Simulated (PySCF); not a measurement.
**C₅H₅FO₃ (SMILES COC1=C(F)[C@H]1C(=O)O): density, localisation and related maps**

Input

```
{"job": {"kind": "uv", "xc": "PBE0", "basis": "def2-SVPD", "nstates": 6, "ntriplets": 2}, "charge": 0, "multiplicity": 1}
C      2.172602     0.080144     0.070204
O      1.456773    -1.099132     0.412231
C      0.178030    -1.099844     0.104199
C     -1.021850    -1.576301     0.142264
F     -1.898913    -2.491791     0.506814
C     -0.875431    -0.344543    -0.716467
C     -1.384148     0.967171    -0.235334
O     -1.776808     1.851647    -0.949487
O     -1.347274     1.079471     1.102353
H      3.222711    -0.147331     0.239568
H      1.868316     0.913967     0.708315
H      2.013784     0.348978    -0.976759
H     -0.892501    -0.418101    -1.802063
H     -1.715971     1.935190     1.371995
```

Run with:

```sh
OMP_NUM_THREADS=1 python probes_run.py task.json out
```

Geometry: GFN2-xTB.

The calculation used PBE0/def2-SVPD, SCF density, gas phase in PySCF.

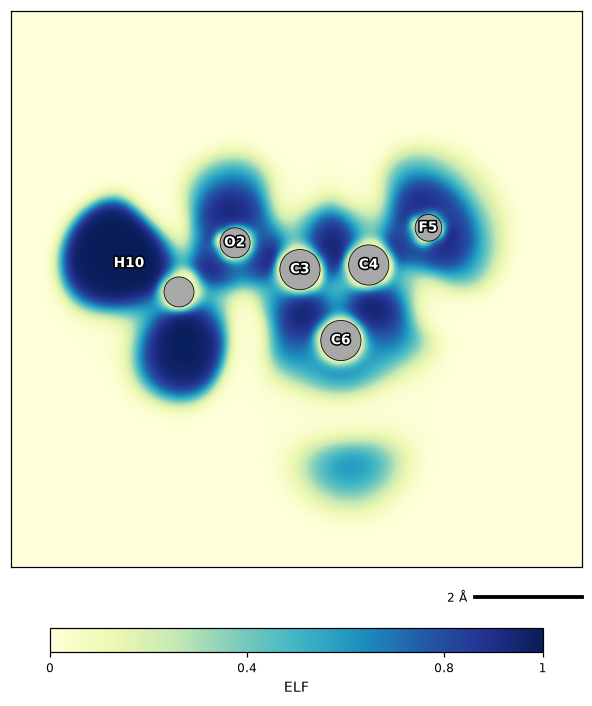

Figure 1. ELF on the plane of atoms C3, C4 and C6. Grey discs cover the atomic cores.

**What does the map show?**

- The plane passes through O, C, F and H nuclei.
- C–C (1.29 Å): the ELF peaks at about 0.85 between the atoms: a short, multiple covalent bond.
- C–F (1.32 Å): the ELF peaks at about 0.85 between the atoms, as expected for a shared but strongly polarised pair.
- C–O (1.32 Å): the ELF peaks at about 0.90 between the atoms: a polar covalent bond.
- C–C (1.51 Å): the ELF peaks at about 0.80 between the atoms: a covalent bond.
- The ELF also peaks beside F5 and O2, away from the bonds: lone-pair regions.

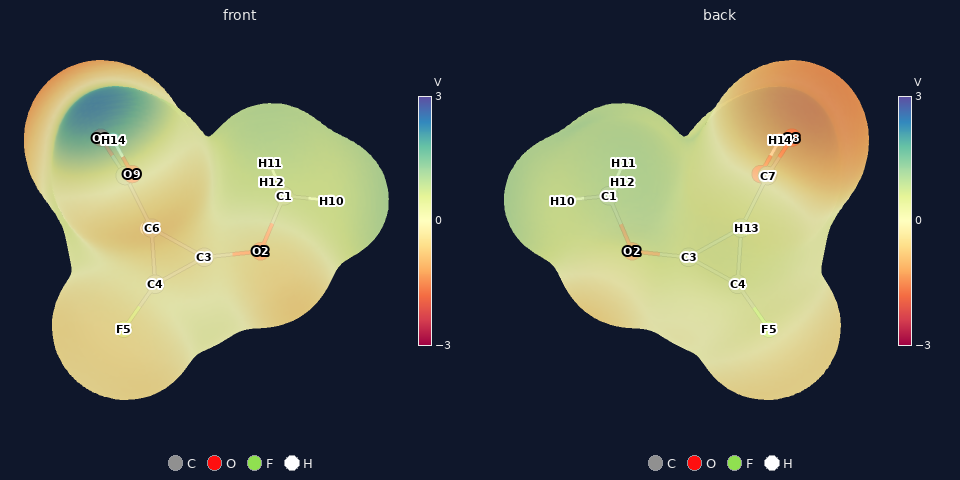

Figure 2. The electrostatic potential painted on the density surface at 0.001 e/bohr³, seen from the front and from behind; red is negative and blue positive.

**Which sites attract a positive test charge, and which a negative one?**

A positive charge is drawn to the negative regions and a negative charge to the positive ones. The most negative region (about −1.5 V, or −35 kcal/mol for a unit charge) lies over O8, the most positive (about +2.2 V, or +51 kcal/mol for a unit charge) over H14. O8 is the likeliest acceptor of a hydrogen bond.

**How polar is the molecule by this calculation?**

Its dipole moment is 2.69 D.
